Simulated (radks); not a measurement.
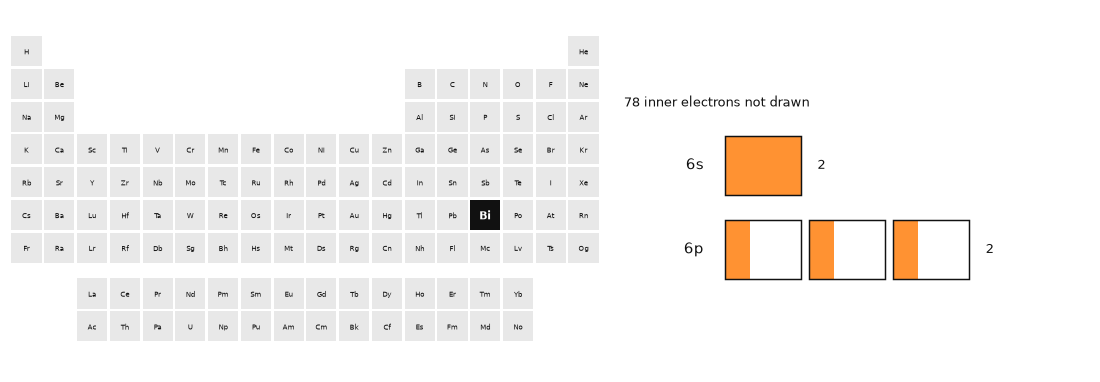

**Figure 1.** Left, the place of bismuth in the periodic table; right, the outer shells as the input fills them: a box for each of the 2l + 1 orbitals, shaded by the share of the shell that is filled, with the electron count at the right.

# Bi⁺: atomic calculation

Bi⁺ (Z = 83, 82 electrons) in the configuration [Xe] 4f14 5d10 6s2 6p2 (6p1/2: 2). Computed at this level: Dirac Kohn-Sham, PBEsol, spin-unpolarised, spherical densities, point nucleus (the in-house radial solver radks).

Input:
```
Z 83
configuration [Hg] 6p2
relativity Dirac
functional pbe_sol,pbe_sol
spin unpolarised
j_filling energy
nucleus point
c 137.035999084
mixing 1
max_iterations 53
```

Energies in input and log are in hartree, lengths in bohr.

The run was one of a batch that the task file lists, launched with:
```bash
python <driver script> task.json out
```

Log:
```
1s1/2   1   2.0000       -3325.76874280
2s1/2   1   2.0000        -597.22533138
2p1/2   1   2.0000        -573.77735283
2p3/2   1   4.0000        -488.55736364
3s1/2   1   2.0000        -144.33053776
3p1/2   1   2.0000        -133.74843425
3p3/2   1   4.0000        -114.66883590
3d3/2   1   4.0000         -97.35034752
3d5/2   1   6.0000         -93.30528151
4s1/2   1   2.0000         -33.31083794
4p1/2   1   2.0000         -28.71355420
4p3/2   1   4.0000         -24.00795730
4d3/2   1   4.0000         -16.53775787
4d5/2   1   6.0000         -15.65968946
4f5/2   1   6.0000          -5.96190474
4f7/2   1   8.0000          -5.76011432
5s1/2   1   2.0000          -6.04037642
5p1/2   1   2.0000          -4.44566301
5p3/2   1   4.0000          -3.53656088
5d3/2   1   4.0000          -1.31845882
5d5/2   1   6.0000          -1.20807410
6s1/2   1   2.0000          -0.78669126
6p1/2   1   2.0000          -0.46285675
6p3/2   1   0.0000          -0.37956985
Etot -21575.539193670767
Ekin 25238.618528296596
Encl -54697.663575974584
Eh 8276.159024728926
Exc -392.6531707217064
err 3.2153293602611363e-09
it 13
```

Outcome:

- outcome: converged
- total energy: −21575.5392 hartree
- kinetic energy: 25238.6185 hartree
- electron–nucleus energy: −54697.6636 hartree
- Hartree energy: 8276.1590 hartree
- exchange–correlation energy: −392.653171 hartree
- radius at density 0.001 e/bohr³: 4.20 bohr
- SCF iterations: 13
- hardware: 1 thread of Arm Neoverse N1, 40 GiB of memory available, shared host

What is odd here:

A numerical setting was moved from its usual value: mixing factor beta = 1. The program ran to the end, and its total energy equals that of the same run with the usual input (−21575.53919 hartree) within 10⁻⁵ hartree, so the oddity leaves no trace in it.
